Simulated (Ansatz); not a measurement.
# BeInH3 (model cell, started as cubic perovskite with Be in the octahedra): following an unstable mode, part 2 of 3

Aim: this structure of BeInH3 (model cell, started as cubic perovskite with Be in the octahedra) is to be tested for unstable modes, and one is followed downhill.

Ansatz 0.2.0; DFT LDA, scalar-relativistic, plane waves, PAW; PAW set soft_1.

So far, highest frequency on the path or at a solved wavevector (cm⁻¹): step 2 (phonons on a q mesh) 994. Also lowest frequency on the path (cm⁻¹): step 2 -697.

The structure was built from a prototype and need not be the compound's stable phase.

### 5. Energy along the mode, all amplitudes (two of the runs are shown above)

An imaginary frequency means negative curvature, so the energy should fall and then rise again as anharmonic terms take over.

This step gave:

* depth at the lowest point sampled: 23.96 meV/atom
* largest atomic shift at that point: 0.32 Å

Energy from the parent against largest atomic shift:

```tsv
largest atomic shift (Å)	energy from the parent (meV/atom)
0.000	0
0.040	-0.823
0.080	-3.17
0.140	-8.82
0.220	-17.6
0.320	-24.0
0.450	-10.5
0.600	49.4
```

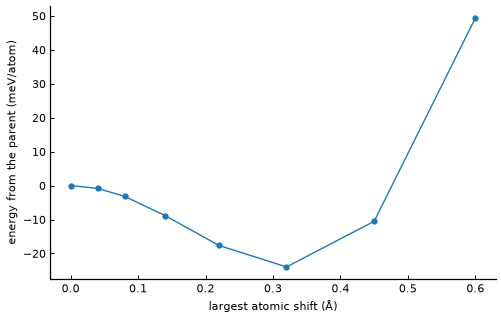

Energy from the parent against largest atomic shift.

Displacement at unit largest shift by atom:

```tsv
atom	x (Å)	y (Å)	z (Å)	size
In1	0.000	0.000	0.000	0.000
Be2	0.185	-0.185	-0.185	0.320
H3	-0.420	0.420	0.804	1.000
H4	-0.420	0.804	0.420	1.000
H5	-0.804	0.420	0.420	1.000
```

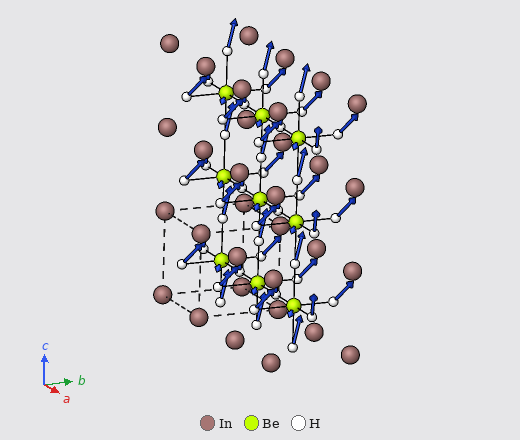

Displacement at unit largest shift as arrows, the longest 1.000 Å. 3×1×3 cells are drawn. Some periodic images of atoms are drawn too.

The lowest of the steps tried is at 0.32 Å, 24.0 meV/atom below the parent; the bottom of the well need not coincide with a step.

### 6. Relaxation from the frozen mode

Starting from the lowest point found, all atoms and the cell are let go, so that strain and other modes of the same symmetry can join in.

Input file input.yaml:

```yaml
crystal:
  lattice:
    - [3.5304351694, 0.0, 0.0]
    - [0.0, 3.5304351694, 0.0]
    - [0.0, 0.0, 3.5304351694]
  atoms:
    - { symbol: In, position: [-8.5008e-06, 8.5008e-06, 8.5008e-06] }
    - { symbol: Be, position: [0.5167800006, 0.4832199994, 0.4832199994] }
    - { symbol: H, position: [0.46193211, 0.53806789, 0.0729201669] }
    - { symbol: H, position: [0.46193211, 0.0729201669, 0.53806789] }
    - { symbol: H, position: [-0.0729201669, 0.53806789, 0.53806789] }
kpoints:
  mp_grid: { grid: [12, 12, 12] }
hamiltonian:
  xc: lda
  pseudopotentials: { kind: paw, azcp: { folder: soft_1 }, xc_functional: pbe }
scf:
  occupations: { method: methfessel_paxton, width: 0.2 }
output:
  forces: true
  stress: true
  eigenvalues: true
relax:
  adjacent_minimum: "off"
  f_tol: 0.002
  max_steps: 120
  cell: { stress_tol: 0.03 }
```

Launch:

```console
> ansatz run input.yaml --threads 4 --pin off --max-ram 16384MiB --backend cpu --events-out ev --progress --plain --runs-dir out
```

Numbers of over 12 decimals in the logs are rounded to 6 here.

Log:

```text
[...]
Crystal: 5 atoms, lattice volume = 44.003 Å³
Basis set: ecut = 420 eV, 847 PW (Γ)
Bands: 14, of which v1, the nominal top of the filled ones, is band 9 counted from 1 (8 counted from 0)
Symmetry: 6 space group operations
[...]
k-points: 189 of 1728 (time reversal used)
[...]
SCF iter   1: F=—  HF=-5591.356999 eV  |F-HF|=—  |Δ(HF+E_count)|=         —  Δρ=6.45e-2  dr2=2.29e0  ethr=3.10e-3  ⟨swp⟩=5.1  Hψ=15294  notcnv=0
[...]
SCF iter   8: F=-5590.468757 eV  HF=-5590.468757 eV  |F-HF|=5.15e-9  |Δ(HF+E_count)|=   5.45e-8  S|Δr|=    0.00e0  Δρ=4.00e-6  dr2=7.72e-9  ethr=5.56e-10  ⟨swp⟩=8.3  Hψ=13324  notcnv=0
SCF 1 converged in 8 iterations: F = -5590.468757 eV  dr2 = 7.72e-9
[...]
relax step   1: F+E_penalty+E_count = -5590.46875695 eV  Δ(F+E_penalty+E_count) = +0.000e0 eV  max|allowed force component| = 2.137e-1 eV/Å  Δτ_max = 0.0000 Å  P = +4.160 GPa  Ω = 44.003 Å³  (8 SCF iters, dr2 threshold 1.00e-7 eV, accepted)
Crystal: 5 atoms, lattice volume = 48.253 Å³
Basis set: ecut = 420 eV, 937 PW (Γ)
[...]
SCF iter   5: F=-5590.603585 eV  HF=-5590.603585 eV  |F-HF|=2.42e-9  |Δ(HF+E_count)|=   1.94e-5  S|Δr|=    0.00e0  Δρ=2.15e-5  dr2=1.37e-7  ethr=2.78e-9  ⟨swp⟩=4.1  Hψ=14041  notcnv=0
SCF 2 converged in 5 iterations: F = -5590.603585 eV  dr2 = 1.37e-7
relax step   2: F+E_penalty+E_count = -5590.60358528 eV  Δ(F+E_penalty+E_count) = -1.348e-1 eV  max|allowed force component| = 3.060e-1 eV/Å  Δτ_max = 0.1583 Å  P = -1.178 GPa  Ω = 48.253 Å³  energy of the carried Pulay correction = -2.469e-3 eV  (5 SCF iters, dr2 threshold 5.00e-7 eV, accepted)
Crystal: 5 atoms, lattice volume = 48.909 Å³
Basis set: ecut = 420 eV, 955 PW (Γ)
[...]
SCF iter   5: F=-5590.674834 eV  HF=-5590.674834 eV  |F-HF|=8.35e-8  |Δ(HF+E_count)|=   2.67e-6  S|Δr|=    0.00e0  Δρ=2.70e-5  dr2=1.97e-7  ethr=2.78e-9  ⟨swp⟩=4.0  Hψ=15046  notcnv=0
SCF 3 converged in 5 iterations: F = -5590.674834 eV  dr2 = 1.97e-7
relax step   3: F+E_penalty+E_count = -5590.67483382 eV  Δ(F+E_penalty+E_count) = -7.125e-2 eV  max|allowed force component| = 4.575e-1 eV/Å  Δτ_max = 0.1579 Å  P = -1.845 GPa  Ω = 48.909 Å³  energy of the carried Pulay correction = -2.830e-3 eV  (5 SCF iters, dr2 threshold 5.00e-7 eV, accepted)
[... from here on, the SCF cycles and remarks between the steps are left out ...]
relax step   4: F+E_penalty+E_count = -5590.72995018 eV  Δ(F+E_penalty+E_count) = -5.512e-2 eV  max|allowed force component| = 3.488e-1 eV/Å  Δτ_max = 0.1577 Å  P = +2.480 GPa  Ω = 48.850 Å³  energy of the carried Pulay correction = -2.797e-3 eV  (6 SCF iters, dr2 threshold 5.00e-7 eV, accepted)
relax step   5: F+E_penalty+E_count = -5590.73571026 eV  Δ(F+E_penalty+E_count) = -5.760e-3 eV  max|allowed force component| = 1.949e-1 eV/Å  Δτ_max = 0.1541 Å  P = -2.875 GPa  Ω = 52.097 Å³  energy of the carried Pulay correction = -4.515e-3 eV  (6 SCF iters, dr2 threshold 5.00e-7 eV, accepted)
relax step   6: F+E_penalty+E_count = -5590.78633085 eV  Δ(F+E_penalty+E_count) = -5.062e-2 eV  max|allowed force component| = 1.231e-1 eV/Å  Δτ_max = 0.1568 Å  P = -0.494 GPa  Ω = 49.948 Å³  energy of the carried Pulay correction = -3.391e-3 eV  (5 SCF iters, dr2 threshold 5.00e-7 eV, accepted)
relax step   7: F+E_penalty+E_count = -5590.79384735 eV  Δ(F+E_penalty+E_count) = -7.517e-3 eV  max|allowed force component| = 8.109e-2 eV/Å  Δτ_max = 0.0525 Å  P = -0.137 GPa  Ω = 50.030 Å³  energy of the carried Pulay correction = -3.435e-3 eV  (5 SCF iters, dr2 threshold 5.00e-7 eV, accepted)
relax step   8: F+E_penalty+E_count = -5590.79907860 eV  Δ(F+E_penalty+E_count) = -5.231e-3 eV  max|allowed force component| = 1.051e-2 eV/Å  Δτ_max = 0.0427 Å  P = +0.054 GPa  Ω = 49.828 Å³  energy of the carried Pulay correction = -3.327e-3 eV  (5 SCF iters, dr2 threshold 4.11e-7 eV, accepted)
relax step   9: F+E_penalty+E_count = -5590.80004920 eV  Δ(F+E_penalty+E_count) = -9.706e-4 eV  max|allowed force component| = 5.461e-3 eV/Å  Δτ_max = 0.0174 Å  P = -0.048 GPa  Ω = 49.947 Å³  energy of the carried Pulay correction = -3.391e-3 eV  (5 SCF iters, dr2 threshold 1.81e-7 eV, accepted)
relax step  10: F+E_penalty+E_count = -5590.80023119 eV  Δ(F+E_penalty+E_count) = -1.820e-4 eV  max|allowed force component| = 1.082e-3 eV/Å  Δτ_max = 0.0059 Å  P = -0.034 GPa  Ω = 49.964 Å³  energy of the carried Pulay correction = -3.400e-3 eV  (4 SCF iters, dr2 threshold 1.00e-7 eV, accepted)
relax step  11: F+E_penalty+E_count = -5590.80025137 eV  Δ(F+E_penalty+E_count) = -2.018e-5 eV  max|allowed force component| = 5.631e-4 eV/Å  Δτ_max = 0.0005 Å  P = -0.006 GPa  Ω = 49.934 Å³  energy of the carried Pulay correction = -3.384e-3 eV  (4 SCF iters, dr2 threshold 2.94e-9 eV, accepted)
relax step  12: F+E_penalty+E_count = -5590.80499056 eV  Δ(F+E_penalty+E_count) = -4.739e-3 eV  max|allowed force component| = 5.524e-4 eV/Å  Δτ_max = 0.0000 Å  P = +0.065 GPa  Ω = 49.934 Å³  stress off target by 6.76e-2 GPa  SCF on the basis re-selected at this cell (its energy is not comparable with the rows above)  (6 SCF iters)
relax step  13: F+E_penalty+E_count = -5590.80496152 eV  Δ(F+E_penalty+E_count) = +2.904e-5 eV  max|allowed force component| = 4.333e-4 eV/Å  Δτ_max = 0.0011 Å  P = +0.000 GPa  Ω = 50.020 Å³  energy of the carried Pulay correction = -4.648e-5 eV  (4 SCF iters, dr2 threshold 1.14e-8 eV, accepted)
[...]
SCF iter   5: F=-5590.805013 eV  HF=-5590.805013 eV  |F-HF|=7.28e-12  |Δ(HF+E_count)|=  1.82e-11  S|Δr|=    0.00e0  Δρ=1.24e-7  dr2=5.61e-12  ethr=1.00e-12  ⟨swp⟩=5.7  Hψ=10956  notcnv=0
SCF 14 converged in 5 iterations: F = -5590.805013 eV  dr2 = 5.61e-12
relax step  14: F+E_penalty+E_count = -5590.80501289 eV  Δ(F+E_penalty+E_count) = -5.137e-5 eV  max|allowed force component| = 4.348e-4 eV/Å  Δτ_max = 0.0000 Å  P = +0.001 GPa  Ω = 50.020 Å³  stress off target by 2.62e-3 GPa  SCF on the basis re-selected at this cell (its energy is not comparable with the rows above)  (5 SCF iters)
[...]
SCF converged after 5 iterations
[...]
Free energy (F): -5590.805013 eV
[...]
Internal energy: -5590.803075 eV  (E = F + TS)
E sigma→0 (E₀):  -5590.804528 eV
Entropy (-TS):   -0.001938 eV (-0.388 meV/atom)
Fermi energy:    6.063211 eV
[...]
--- Forces (eV/Å), atoms counted from 1 ---
  atom   1  In    -0.00036728     0.00036728     0.00036728
  atom   2  Be     0.00041789    -0.00041789    -0.00041789
  atom   3  H     -0.00024270     0.00024270    -0.00043476
  atom   4  H     -0.00024270    -0.00043476     0.00024270
  atom   5  H      0.00043476     0.00024270     0.00024270
  max |Σ_I F_I| component: 2.57e-8 eV/Å
--- Stress (GPa, compression-positive) ---
        0.000515       0.001566       0.001566
        0.001566       0.000515      -0.001566
        0.001566      -0.001566       0.000515
  P = ⅓ Tr σ = 0.0005 GPa (0.005 kbar)
--- Band table (eV; the first three rows and the last of 189) ---
  k-point 0: bands = [... 5 lower, -3.9486, 3.4910, 3.4910, 6.4746, 7.7919, 10.0159, 10.0159, 15.3446, ... 1 higher]
  k-point 1: bands = [... 5 lower, -3.8762, 3.2508, 3.5320, 6.2321, 8.0379, 10.0612, 10.3695, 14.8150, ... 1 higher]
  k-point 2: bands = [... 5 lower, -3.6588, 2.5641, 3.6476, 6.0067, 8.3953, 10.1843, 11.1738, 13.9519, ... 1 higher]
  k-point 188: bands = [... 5 lower, 1.9567, 2.2646, 2.2646, 4.1852, 5.4617, 5.7216, 5.7216, 7.5637, ... 1 higher]
--- Relaxed structure (12 steps of the walk, 12 accepted, 2 SCFs on fresh bases) ---
  F+E_penalty+E_count = -5590.80501289 eV   max|allowed force component| = 4.348e-4 eV/Å   (the final SCF, on the basis selected at the relaxed cell)
  cell:  # Å, volume = 50.0199 Å³
    - [3.684591, 0.016052, 0.016052]
    - [0.016052, 3.684591, -0.016052]
    - [0.016052, -0.016052, 3.684591]
  atoms:
    - { symbol: In, position: [0.021723, -0.021723, -0.021723] }
    - { symbol: Be, position: [0.609246, 0.390754, 0.390754] }
    - { symbol: H, position: [0.419713, 0.580287, 0.102679] }
    - { symbol: H, position: [0.419713, 0.102679, 0.580287] }
    - { symbol: H, position: [-0.102679, 0.580287, 0.580287] }
```

It took 45 s on 4 threads of Arm Neoverse V1, shared host; peak memory 0.47 GiB; 2.9 min of CPU time.

Step by step:

```tsv
step	energy less that of the first step (eV)	largest force component (eV/Å)	pressure (GPa)	volume (Å³)
1	0.0000	0.2137	4.16	44.00
2	-0.1348	0.3060	-1.18	48.25
3	-0.2061	0.4575	-1.85	48.91
4	-0.2612	0.3488	2.48	48.85
5	-0.2670	0.1949	-2.88	52.10
6	-0.3176	0.1231	-0.49	49.95
7	-0.3251	0.0811	-0.14	50.03
8	-0.3303	0.0105	0.05	49.83
9	-0.3313	0.0055	-0.05	49.95
10	-0.3315	0.0011	-0.03	49.96
11	-0.3315	0.0006	-0.01	49.93
12*	-0.3362	0.0006	0.06	49.93
13	-0.3362	0.0004	0.00	50.02
14*	-0.3363	0.0004	0.00	50.02
```

Relaxation steps marked * repeat the geometry before them on a plane-wave basis chosen anew for their cell, so energy and pressure can jump there.

Forces are held to the 6 operations that the run works with; a distortion that breaks them can't arise in this run.

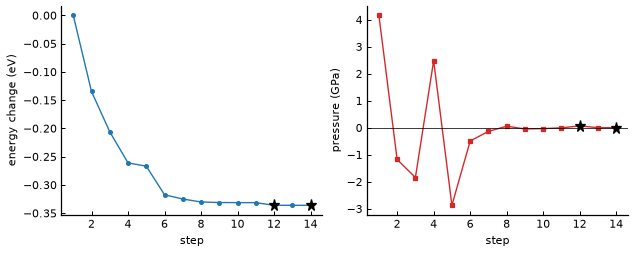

Energy and pressure along the relaxation. Stars mark steps on a basis chosen anew.

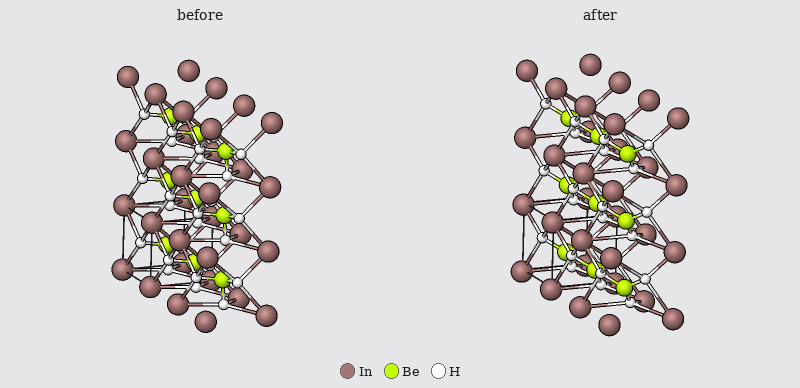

Before and after, at one scale. Bonds to atoms that aren't drawn are left out.

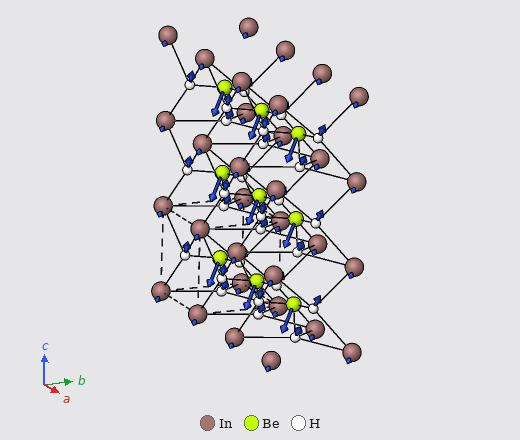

Displacements in the relaxation, exaggerated, measured against the changing cell; the longest in the cell stands for 0.58 Å. Bonds to atoms that aren't drawn are left out. 3×1×3 cells are drawn. Some periodic images of atoms are drawn too.

```tsv
conventional cell, symmetrised	before	after	change
a (Å)	4.993	5.233	+4.8 %
b (Å)	4.993	5.233	+4.8 %
c (Å)	6.115	6.326	+3.5 %
volume (Å³/atom)	8.80	10.00	+13.7 %
```

The atoms that moved most (Å, as changes of fractional coordinates times the final cell):

```tsv
atom	dx	dy	dz	length
Be2	0.338	-0.338	-0.338	0.585
H3	-0.154	0.154	0.108	0.244
H5	-0.108	0.154	0.154	0.244
H4	-0.154	0.108	0.154	0.244
In1	0.079	-0.079	-0.079	0.137
```

This step gave:

* pressure: 5.15e-4 GPa
* volume per atom: 10.00 Å³

The distorted start has space group R3m; the relaxation ends in R3m.

### 7. The new phase in its own primitive cell

The relaxed structure is symmetrised, reduced to its primitive cell and relaxed tightly, as its phonons need.

input.yaml, the sections that differ from step 6:

```yaml
crystal:
  lattice:
    - [2.6167497235, 1.5107811573, 2.1087637514]
    - [-2.6167497235, 1.5107811573, 2.1087637514]
    - [0.0, -3.0215623146, 2.1087637514]
  atoms:
    - { symbol: In, position: [0.0217231905, 0.0217231905, 0.0217231905] }
    - { symbol: Be, position: [0.6092459185, 0.6092459185, 0.6092459185] }
    - { symbol: H, position: [0.419712808, 0.8973208281, 0.419712808] }
    - { symbol: H, position: [0.8973208281, 0.419712808, 0.419712808] }
    - { symbol: H, position: [0.419712808, 0.419712808, 0.8973208281] }
kpoints:
  mp_grid: { grid: [9, 9, 9] }
relax:
  adjacent_minimum: "off"
  f_tol: 0.001
  max_steps: 60
  cell: { stress_tol: 0.01 }
# hamiltonian, scf, output: as in step 6
```

Log:

```text
[...]
Crystal: 5 atoms, lattice volume = 50.020 Å³
Basis set: ecut = 420 eV, 979 PW (Γ)
Bands: 14, of which v1, the nominal top of the filled ones, is band 9 counted from 1 (8 counted from 0)
Symmetry: 6 space group operations
[...]
k-points: 85 of 729 (time reversal used)
[...]
cell:  # Å, volume = 50.0207 Å³
    - [2.621053, 1.513265, 2.101879]
    - [-2.621053, 1.513265, 2.101879]
    - [-3.677542378839528e-19, -3.026531, 2.101879]
  atoms:
    - { symbol: In, position: [0.022597, 0.022597, 0.022597] }
    - { symbol: Be, position: [0.609810, 0.609810, 0.609810] }
    - { symbol: H, position: [0.419533, 0.896242, 0.419533] }
    - { symbol: H, position: [0.896242, 0.419533, 0.419533] }
    - { symbol: H, position: [0.419533, 0.419533, 0.896242] }
[key lines of the parts left out:]
SCF converged after 7 iterations
Free energy (F): -5590.803840 eV
Fermi energy:    6.034654 eV
P = ⅓ Tr σ = -0.0045 GPa (-0.045 kbar)
```

Elapsed: 13 s, on 4 threads; peak memory 0.4 GiB.

Step by step:

```tsv
step	energy less that of the first step (eV)	largest force component (eV/Å)	pressure (GPa)	volume (Å³)
1	0.0000	0.0029	-0.01	50.02
2	-0.0001	0.0047	-0.02	50.04
3	-0.0001	0.0088	0.02	50.01
4	-0.0001	0.0043	-0.01	50.04
5	-0.0001	0.0014	0.01	50.01
6	-0.0001	0.0006	0.00	50.02
7*	-0.0001	0.0006	0.00	50.02
```

Relaxation steps marked * repeat the geometry before them on a plane-wave basis chosen anew for their cell, so energy and pressure can jump there.

The run keeps the 6 symmetry operations that it works with, so distortions that break them were not tested.

```tsv
conventional cell, symmetrised	before	after	change
a (Å)	5.233	5.242	+0.2 %
b (Å)	5.233	5.242	+0.2 %
c (Å)	6.326	6.306	-0.3 %
volume (Å³/atom)	10.00	10.00	+0.0 %
```

Numbers from this step:

```
pressure : -0.004471 GPa
```

The largest force component left is 0.59 meV/Å and the pressure is -0.004 GPa, within the tolerances set. The cell now holds 10.00 Å³/atom.

(Part 2 of 3 ends here.)

[Logs are printed without paths, hosts, clocks, repeated set-up lines and the standing remarks that a program may print on its own settings, such as how far it seeks lower states.]

[Hosts, paths, dates, database ids (printed as entryN), source tags and the programs' standing remarks are cut or masked in the printed files.]
